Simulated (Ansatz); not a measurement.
**CBOP (SMILES O=[C+][B-]#P): density, localisation and related maps**

The calculation's input:

```
basis:
  gaussian:
    orbitals: def2-TZVPD
crystal:
  periodic: [false, false, false]
  atoms:
    - {symbol: C, position_ang: [0.000000, 0.000000, -0.856064]}
    - {symbol: B, position_ang: [0.000000, 0.000000, 0.595102]}
    - {symbol: O, position_ang: [0.000000, 0.000000, -2.000750]}
    - {symbol: P, position_ang: [0.000000, 0.000000, 2.261712]}
magnetization:
  spin_polarized: false
hamiltonian:
  xc: {name: PBE0}
output: {forces: true, orbitals: {seedname: orbitals}}
```

Run with:

```sh
ansatz run input.yaml --threads 1 --pin off --max-ram 2610MiB --events-out events.jsonl --progress --plain --runs-dir runs
```

Geometry: PBE0-D3(BJ)/def2-SVP.

Computed with Ansatz 0.2.0, isolated molecule in a Gaussian basis; Kohn-Sham density functional theory, functional PBE0.

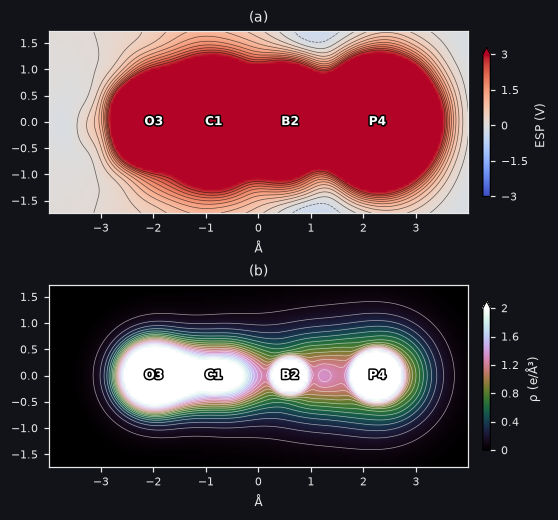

Figure 1. (a) molecular electrostatic potential; (b) electron density on a plane that holds the molecular axis.

Interpret the plot.

Answer. The section cuts through C, B, O and P sites.
C–O (1.14 Å): ρ at the midpoint is about 4 e/Å³.
C–B (1.45 Å): the density is about 1.6 e/Å³ at the midpoint.
B–P (1.67 Å): ρ at the midpoint is about 1.3 e/Å³.
Outside the dense part of the molecule the potential is most negative (−0.4 V) near P4.

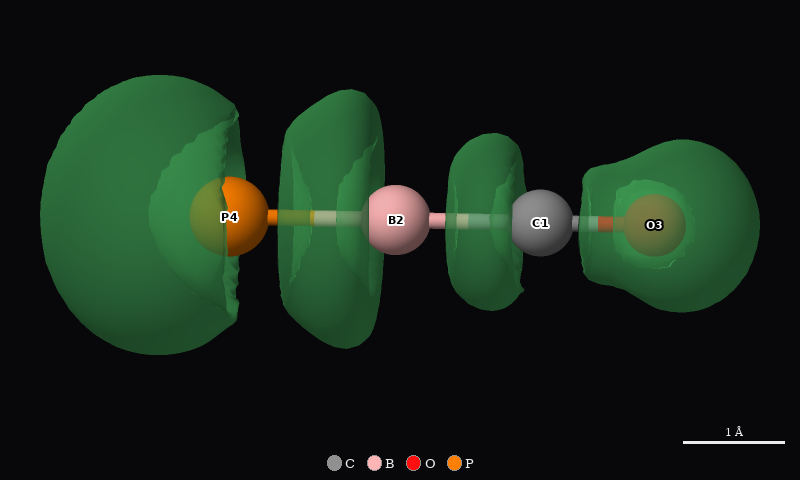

Figure 2. Isosurface of the ELF at 0.75 (green), seen from one side. Only the valence region is drawn (cores and ρ < 0.01 e/Å³ removed).

Where are the electrons localised?

Answer. At this value the surface marks out one region between bonded B–C atoms (shared pairs), one region between bonded B–P atoms (shared pairs), one region on O in which the atom's valence shell and bonds are merged and one lobe on P, pointing away from the bonds (lone pairs).


C–O (1.14 Å): the ELF peaks at about 0.85 between the atoms: a short, multiple covalent bond. C–B (1.45 Å): the ELF peaks at about 0.95 between the atoms (localised, covalent bonding).

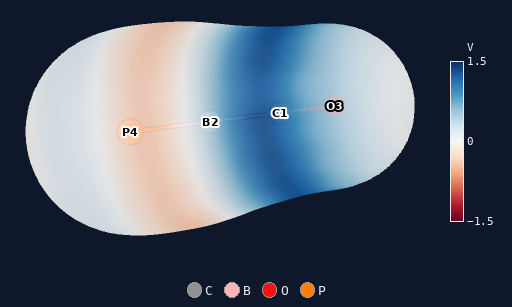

Figure 3. The molecular electrostatic potential painted on the density surface at 0.002 e/bohr³, seen at a tilt; red is negative and blue positive.

Which sites attract a positive test charge, and which a negative one?

Answer. A positive charge is drawn to the negative regions and a negative charge to the positive ones. The most negative region (about −0.4 V) lies over P4, the most positive (about +1.3 V) over C1.

How polar is the molecule by this calculation?

Answer. Its dipole moment is 1.12 D.

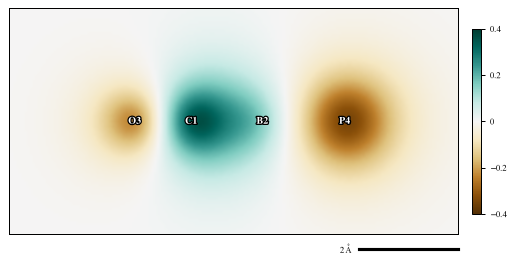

Figure 4. The LUMO on a plane 0.8 Å above a plane that holds the molecular axis (values in Å⁻³ᐟ²; the overall sign is arbitrary).

Describe this orbital and give its energy.

Answer. By Hirshfeld shares it lies mainly on P4 (about 40 %), C1 (about 30 %), O3 (about 20 %) and B2 (about 15 %). It is one of a degenerate set, so its orientation is arbitrary. Its energy is −3.35 eV.
